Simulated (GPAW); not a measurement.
# GaN (F-43m): G0W0 on several meshes in GPAW

How does the mesh move the gap of GaN (F-43m)?

Calculated with GPAW 26.7.0; PBE and many-body steps on it, plane waves.

### 1. Set-up

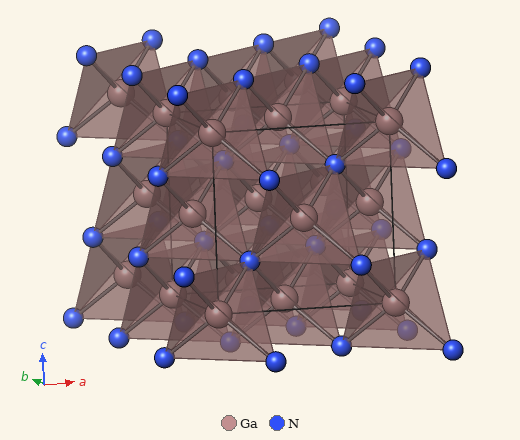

The cell as given, slightly off an axis (gallium pink, nitrogen blue). 1×2×1 cells are drawn. This picture shows the conventional cell, with its axes. Some periodic images of atoms are drawn too.

Coordinates:

```cif
data_structure
_symmetry_space_group_name_H-M 'F-43m'
_symmetry_Int_Tables_number 216
_cell_length_a 4.5070
_cell_length_b 4.5070
_cell_length_c 4.5070
_cell_angle_alpha 90.000
_cell_angle_beta 90.000
_cell_angle_gamma 90.000
_cell_volume 91.55
loop_
_atom_site_label
_atom_site_type_symbol
_atom_site_symmetry_multiplicity
_atom_site_Wyckoff_symbol
_atom_site_fract_x
_atom_site_fract_y
_atom_site_fract_z
_atom_site_occupancy
Ga1 Ga 4 a 0.00000 0.00000 0.00000 1
N1 N 4 c 0.25000 0.25000 0.25000 1
```

The cell and positions are those that the Materials Project relaxed with its own functionals (PBE, PBE+U or r2SCAN), kept fixed. This is not the form that GaN usually takes at ambient conditions.

### 2. Empty states on the mesh, 6×6×6 mesh, 350 bands

This step: GPAW 26.7.0; DFT, PBE, plane waves, PAW.

The sums over transitions need many empty states on a uniform mesh; this step solves for them.

run.py reads:

```python
import json
import numpy as np
from gpaw.mpi import world
from gpaw import GPAW

calc = GPAW('gs.gpw').fixed_density(kpts={'size': (6, 6, 6), 'gamma': True},
    parallel={'domain': 1, 'band': 1},
    txt='nscf.txt')
calc.diagonalize_full_hamiltonian(nbands=350)
calc.write('full.gpw', mode='all')
res = {}
kpts = calc.get_ibz_k_points()
res['kpts'] = kpts
res['eigenvalues'] = [calc.get_eigenvalues(kpt=k) for k in range(len(kpts))]
res['n_electrons'] = calc.get_number_of_electrons()

if world.rank == 0:
    with open('result.json', 'w') as f:
        json.dump(res, f, default=lambda x: x.tolist())
```

Command:

```console
mpirun -n 4 gpaw python run.py
```

Numbers of over 12 decimals in the logs are rounded to 6 here.

Output:

```text
Diagonalizing LCAO Hamiltonian
Converting LCAO to pw mode
convergence criteria:
- Maximum integral of absolute [eigenst]ate change: 4e-08 eV^2 / valence electron
maximum number of iterations: 100

SCF iterations
|iter     |     time |      energy | eigst |  dens |
|iter:   1|  |             | +1.02 |       |
|iter:   2|  |             | -0.56 |       |
|iter:   3|  |             | -2.64 |       |
|iter:   4|  |             | -4.68 |       |
|iter:   5|  |             | -6.60 |       |
|iter:   6|  |             | -7.67c|       |
SCF steps: 6
  __  _  _
 | _ |_)|_||  |
 |__||  | ||/\| - 26.7.0

Input parameters:
  mode=PW(ecut=600.0),
  convergence={'density': 1e-06, 'bands': -3},
  gpts=array([20, 20, 20]),
  kpts=MonkhorstPack(size=(6, 6, 6), gamma=True),
  maxiter=100,
  nbands=11,
  occupations=Occupations(name='fermi-dirac', width=0.001, fixmagmom=False),
  parallel={'domain': 1, 'band': 1},
  xc=XC(name='PBE')
Matrix size: 773x773
# Writing to full.gpw (mode='all')
  [... matrices ...]

timing:  # [seconds]
  Total: 3.025  # ━━━━━━━━━━━━━━━━━━━━━━━━━━━━━━━━━━━━━━━━━━━━━━━━━━━━━━━━━━━
```

The job ended after 6.1 s (4 MPI ranks of Arm Neoverse V1, shared host; peak memory 0.83 GiB; 24 s of CPU time).

This step gave:

```
gap                                                           : 1.804 eV
k of the valence top                                          : 0, 0, 0
k of the conduction bottom                                    : 0, 0, 0
least direct gap                                              : 1.804 eV
k points computed                                             : 16
lowest point of the top converged band, above the valence top : 338.2074 eV
```

On this mesh the gap is 1.804 eV.

### 3. 6×6×6

G0W0 replaces the xc potential by the self-energy, built once from these orbitals. Only a window of levels is corrected, while the sums run over the empty bands that the input names.

This step: G0W0 on PBE, plane waves, PAW.

run.py reads:

```python
import json
import numpy as np
from gpaw.mpi import world
from gpaw.response.g0w0 import G0W0

gw = G0W0('full.gpw',
    filename='gw',
    kpts=[0],
    bands=(2, 6),
    ecut=210,
    nbands=158,
    integrate_gamma='WS',
    ppa=True)
gw.calculate()
res = {mode: {k: v for k, v in r.items() if k != 'sigma_eskwn'}
       for mode, r in gw.all_results.items()}

if world.rank == 0:
    with open('result.json', 'w') as f:
        json.dump(res, f, default=lambda x: x.tolist())
```

Command:

```console
mpirun -n 4 gpaw python run.py
```

Output:

```text
Using integrator: PointIntegrator
FrequencyGridDescriptor(from 0.000+0.000j to 0.000+27.211j eV, 2 points)
Nonperiodic BCs:  [False False False]
Using integrator: PointIntegrator
FrequencyGridDescriptor(from 0.000+0.000j to 0.000+27.211j eV, 2 points)
Nonperiodic BCs:  [False False False]
  ___  _ _ _
 |   || | | |
 | | || | | |
 |__ ||_____|
 |___|

BZ k-points: Symmetries present (total): 24

  [... matrices ...]
216 k-points: 6 x 6 x 6 Monkhorst-Pack grid + [1/12,1/12,1/12]
16 k-points in the irreducible part of the Brillouin zone
       k-points in crystal coordinates                weights
   0:     0.00000000    0.00000000    0.00000000          1/216
   1:     0.16666667    0.16666667    0.00000000          6/216
   2:     0.16666667    0.16666667    0.16666667          8/216
   3:     0.33333333    0.16666667    0.16666667         12/216
   4:     0.33333333    0.33333333   -0.33333333         12/216
   5:     0.33333333    0.33333333    0.00000000          6/216
   6:     0.33333333    0.33333333    0.16666667         24/216
   7:     0.33333333    0.33333333    0.33333333          8/216
   8:     0.50000000    0.33333333   -0.33333333         24/216
   9:     0.50000000    0.33333333   -0.16666667         12/216
          ...
  15:     0.50000000    0.50000000    0.50000000          4/216

Distributing spins, k-points and bands (1 x 1 x 4) over 4 processes
Number of blocks: 1

Quasi particle states:
k-points (IBZ indices): [0]
Band range: (2, 6)
  [... matrices ...]
Computational parameters:
Plane wave cut-off: 210 eV
Number of bands: 158
Coulomb cutoff: None
Broadening: 0.1 eV

fxc modes: GW
Kernel: RPA
Using Godby-Needs plasmon-pole approximation:
  Fitting energy: i*E0, E0 = 1.000 Hartree
Summing all q:

Calculating screened Coulomb potential
No Coulomb truncation
FrequencyGridDescriptor(from 0.000+0.000j to 0.000+27.211j eV, 2 points)
Removing empty qpoint cache files...

Calculating chi0 body with:
    Ground state adapter containing:
    Number of spins: 1
    Number of kpoints: 216
    Number of irreducible kpoints: 16
    Number of completely occupied states: 4
    Number of partially occupied states: 4
    Occupied states memory: 0.48828125 M / cpu

    Linear response parametrization:
    q_c: [1.3877787807814457e-17, 1.3877787807814457e-17, 1.3877787807814457e-17]
    Number of frequency points: 2
    Planewave cutoff: 210.0
    Number of bands: 158
    Number of planewaves: 169
    Broadening (eta): 1e-06
    comm.size: 4
    kncomm.size: 4
    blockcomm.size: 1

    Memory estimate of potentially large arrays:
        chi0_wGG: 0.871613 M / cpu
Integrating chi0 body.

Symmetries of q_c:
    Direct symmetries (Uq -> q): 24
    Indirect symmetries (TUq -> q): 24
In total 48 allowed symmetries.

  [... matrices ...]
16 groups of equivalent kpoints. 92.592593% reduction.

Integral kind: response function
Integrating chi0 head and wings.

Symmetries of q_c:
    Direct symmetries (Uq -> q): 24
    Indirect symmetries (TUq -> q): 24
In total 48 allowed symmetries.

  [... matrices ...]
16 groups of equivalent kpoints. 92.592593% reduction.

Integral kind: response function wings

Calculating chi0 body with:
    Ground state adapter containing:
    Number of spins: 1
    Number of kpoints: 216
    Number of irreducible kpoints: 16
    Number of completely occupied states: 4
    Number of partially occupied states: 4
[... the further q-points ...]

Results:
f:      Occupation numbers
eps:     KS-eigenvalues [eV]
vxc:     KS vxc [eV]
exx:     Exact exchange [eV]
sigma:   Self-energies [eV]
dsigma:  Self-energy derivatives
Z:       Renormalization factors
qp:      QP-energies [eV]

k-point 0 (0): (0.000, 0.000, 0.000)                GW
band       f     eps     vxc     exx   sigma  dsigma       Z      qp
                                                                   GW
   2   1.000   6.408 -18.997 -22.329   2.409  -0.283   0.779   5.689
   3   1.000   6.408 -18.997 -22.329   2.409  -0.283   0.779   5.689
   4   0.000   8.212 -15.688 -11.478  -3.279  -0.231   0.812   8.968
   5   0.000  16.801 -13.883  -7.963  -4.659  -0.214   0.824  17.840
```

The job ended after 82 s (4 MPI ranks; peak memory 1 GiB).

Numbers from this step:

| Item | Value |
| --- | --- |
| G0W0 gap on the points computed | 3.279 eV |
| least direct G0W0 gap on the computed points | 3.279 eV |
| Z at the valence top | 0.7793 |
| Z at the conduction bottom | 0.8121 |
| starting gap on the mesh | 1.804 eV |
| k of the valence top | 0, 0, 0 |
| k of the conduction bottom | 0, 0, 0 |

The gap on the mesh goes from 1.80 eV to 3.28 eV, a correction of +1.47 eV.

### 4. Empty states on the mesh, 4×4×4 mesh, 168 bands

This step: DFT, PBE, plane waves, PAW.

run.py reads:

```python
import json
import numpy as np
from gpaw.mpi import world
from gpaw import GPAW

calc = GPAW('gs.gpw').fixed_density(kpts={'size': (4, 4, 4), 'gamma': True},
    parallel={'domain': 1, 'band': 1},
    txt='nscf.txt')
calc.diagonalize_full_hamiltonian(nbands=168)
calc.write('full.gpw', mode='all')
res = {}
kpts = calc.get_ibz_k_points()
res['kpts'] = kpts
res['eigenvalues'] = [calc.get_eigenvalues(kpt=k) for k in range(len(kpts))]
res['n_electrons'] = calc.get_number_of_electrons()

if world.rank == 0:
    with open('result.json', 'w') as f:
        json.dump(res, f, default=lambda x: x.tolist())
```

Command:

```console
mpirun -n 4 gpaw python run.py
```

Output:

```text
Diagonalizing LCAO Hamiltonian
Converting LCAO to pw mode
convergence criteria:
- Maximum integral of absolute [eigenst]ate change: 4e-08 eV^2 / valence electron
maximum number of iterations: 100

SCF iterations
|iter     |     time |      energy | eigst |  dens |
|iter:   1|  |             | +1.02 |       |
|iter:   2|  |             | -0.49 |       |
|iter:   3|  |             | -2.92 |       |
|iter:   4|  |             | -5.14 |       |
|iter:   5|  |             | -6.98 |       |
|iter:   6|  |             | -8.05c|       |
SCF steps: 6
  __  _  _
 | _ |_)|_||  |
 |__||  | ||/\| - 26.7.0

Input parameters:
  mode=PW(ecut=600.0),
  convergence={'density': 1e-06, 'bands': -3},
  gpts=array([20, 20, 20]),
  kpts=MonkhorstPack(size=(4, 4, 4), gamma=True),
  maxiter=100,
  nbands=11,
  occupations=Occupations(name='fermi-dirac', width=0.001, fixmagmom=False),
  parallel={'domain': 1, 'band': 1},
  xc=XC(name='PBE')
Matrix size: 769x769
# Writing to full.gpw (mode='all')
  [... matrices ...]

timing:  # [seconds]
  Total: 1.396  # ━━━━━━━━━━━━━━━━━━━━━━━━━━━━━━━━━━━━━━━━━━━━━━━━━━━━━━━━━━━
```

It took 4.7 s on 4 MPI ranks; peak memory 0.81 GiB.

This step gave:

* gap: 1.804 eV
* k of the valence top: 0, 0, 0
* k of the conduction bottom: 0, 0, 0
* least direct gap: 1.804 eV
* k points computed: 8
* lowest point of the top converged band, above the valence top: 189.0821 eV

On this mesh the gap is 1.804 eV.

### 5. 4×4×4

This step: G0W0 on PBE, plane waves, PAW.

run.py reads:

```python
import json
import numpy as np
from gpaw.mpi import world
from gpaw.response.g0w0 import G0W0

gw = G0W0('full.gpw',
    filename='gw',
    kpts=[0],
    bands=(2, 6),
    ecut=210,
    nbands=158,
    integrate_gamma='WS',
    ppa=True)
gw.calculate()
res = {mode: {k: v for k, v in r.items() if k != 'sigma_eskwn'}
       for mode, r in gw.all_results.items()}

if world.rank == 0:
    with open('result.json', 'w') as f:
        json.dump(res, f, default=lambda x: x.tolist())
```

Command:

```console
mpirun -n 4 gpaw python run.py
```

Output:

```text
Using integrator: PointIntegrator
FrequencyGridDescriptor(from 0.000+0.000j to 0.000+27.211j eV, 2 points)
Nonperiodic BCs:  [False False False]
Using integrator: PointIntegrator
FrequencyGridDescriptor(from 0.000+0.000j to 0.000+27.211j eV, 2 points)
Nonperiodic BCs:  [False False False]
  ___  _ _ _
 |   || | | |
 | | || | | |
 |__ ||_____|
 |___|

BZ k-points: Symmetries present (total): 24

  [... matrices ...]
64 k-points: 4 x 4 x 4 Monkhorst-Pack grid + [1/8,1/8,1/8]
8 k-points in the irreducible part of the Brillouin zone
       k-points in crystal coordinates                weights
   0:     0.00000000    0.00000000    0.00000000          1/64
   1:     0.25000000    0.25000000    0.00000000          6/64
   2:     0.25000000    0.25000000    0.25000000          8/64
[...]
6:     0.50000000    0.50000000    0.25000000         24/64
   7:     0.50000000    0.50000000    0.50000000          4/64

Distributing spins, k-points and bands (1 x 1 x 4) over 4 processes
Number of blocks: 1

Quasi particle states:
k-points (IBZ indices): [0]
Band range: (2, 6)
  [... matrices ...]
Computational parameters:
Plane wave cut-off: 210 eV
Number of bands: 158
Coulomb cutoff: None
Broadening: 0.1 eV

fxc modes: GW
Kernel: RPA
Using Godby-Needs plasmon-pole approximation:
  Fitting energy: i*E0, E0 = 1.000 Hartree
Summing all q:

Calculating screened Coulomb potential
No Coulomb truncation
FrequencyGridDescriptor(from 0.000+0.000j to 0.000+27.211j eV, 2 points)
Removing empty qpoint cache files...

Calculating chi0 body with:
    Ground state adapter containing:
    Number of spins: 1
    Number of kpoints: 64
    Number of irreducible kpoints: 8
    Number of completely occupied states: 4
    Number of partially occupied states: 4
    Occupied states memory: 0.48828125 M / cpu

    Linear response parametrization:
    q_c: [0.0, 0.0, 0.0]
    Number of frequency points: 2
    Planewave cutoff: 210.0
    Number of bands: 158
    Number of planewaves: 169
    Broadening (eta): 1e-06
    comm.size: 4
    kncomm.size: 4
    blockcomm.size: 1

    Memory estimate of potentially large arrays:
        chi0_wGG: 0.871613 M / cpu
Integrating chi0 body.

Symmetries of q_c:
    Direct symmetries (Uq -> q): 24
    Indirect symmetries (TUq -> q): 24
In total 48 allowed symmetries.

  [... matrices ...]
8 groups of equivalent kpoints. 87.5% reduction.

Integral kind: response function
Integrating chi0 head and wings.

Symmetries of q_c:
    Direct symmetries (Uq -> q): 24
    Indirect symmetries (TUq -> q): 24
In total 48 allowed symmetries.

  [... matrices ...]
8 groups of equivalent kpoints. 87.5% reduction.

Integral kind: response function wings

Calculating chi0 body with:
    Ground state adapter containing:
    Number of spins: 1
    Number of kpoints: 64
    Number of irreducible kpoints: 8
    Number of completely occupied states: 4
    Number of partially occupied states: 4
    Occupied states memory: 0.48828125 M / cpu

    Linear response parametrization:
[... the further q-points ...]

Results:
f:      Occupation numbers
eps:     KS-eigenvalues [eV]
vxc:     KS vxc [eV]
exx:     Exact exchange [eV]
sigma:   Self-energies [eV]
dsigma:  Self-energy derivatives
Z:       Renormalization factors
qp:      QP-energies [eV]

k-point 0 (0): (0.000, 0.000, 0.000)                GW
band       f     eps     vxc     exx   sigma  dsigma       Z      qp
                                                                   GW
   2   1.000   6.408 -18.997 -22.504   2.604  -0.288   0.776   5.706
   3   1.000   6.408 -18.997 -22.504   2.604  -0.288   0.776   5.706
   4   0.000   8.212 -15.688 -11.182  -3.580  -0.237   0.808   8.960
   5   0.000  16.801 -13.883  -7.929  -4.740  -0.218   0.821  17.797
```

Run time: 19 s. Hardware: 4 MPI ranks; peak memory 1 GiB; 75 s of CPU time.

This step gave:

```yaml
g0w0_gap_on_the_points_computed: 3.253 eV
least_direct_g0w0_gap_on_the_computed_points: 3.253 eV
z_at_the_valence_top: 0.7762
z_at_the_conduction_bottom: 0.8081
starting_gap_on_the_mesh: 1.804 eV
k_of_the_valence_top: 0, 0, 0
k_of_the_conduction_bottom: 0, 0, 0
```

Against G0W0 in GPAW (6×6×6 mesh, 158 bands, screening to 210 eV, Godby-Needs plasmon pole), the gap moves by −0.025 eV.

### 6. The runs together

Times are wall times on 4 MPI ranks of Arm Neoverse V1, shared host, good to a factor of about two.

| run | mesh | bands | screening cutoff (eV) | DFT gap (eV) | gap on the mesh (eV) | direct (eV) | time |
| --- | --- | --- | --- | --- | --- | --- | --- |
| 6×6×6 | 6×6×6 | 158 | 210 | 1.804 | 3.279 | 3.279 | 82 s |
| 4×4×4 | 4×4×4 | 158 | 210 | 1.804 | 3.253 | 3.253 | 19 s |

### 7. Results

```json
{"6×6×6": "3.279 eV", "4×4×4": "3.253 eV", "known limits": "not at the basis limit; no spin-orbit coupling; coarse k mesh"}
```

**Reading.** 4×4×4: −0.025 eV against 6×6×6. Bands and cutoff are finite, so the gap is not at the basis limit. The miss can reach some tenths of an eV and take either sign; the mesh is an error of its own. These stock PAW sets were not made for GW; the filled d or f shell of Ga lies in the frozen core, which bears on start and correction. In the G0W0 runs levels were corrected at 1 k point alone, so a gap called «on the mesh» is the least over those, and an edge elsewhere would be missed. The many-body steps are scalar-relativistic: spin-orbit coupling is not in them.

[Paths, hosts, dates, memory and timing lines, banners, echoed tables and standing remarks are left out of the program output.]

[Logs are printed without paths, hosts, clocks, repeated set-up lines and the standing remarks that a program may print on its own settings, such as how far it seeks lower states.]

[Runs of the session that timed out or met a known fault of the program may be left out.]

[Hosts, paths, dates, database ids (printed as entryN), source tags and the programs' standing remarks are cut or masked in the printed files.]
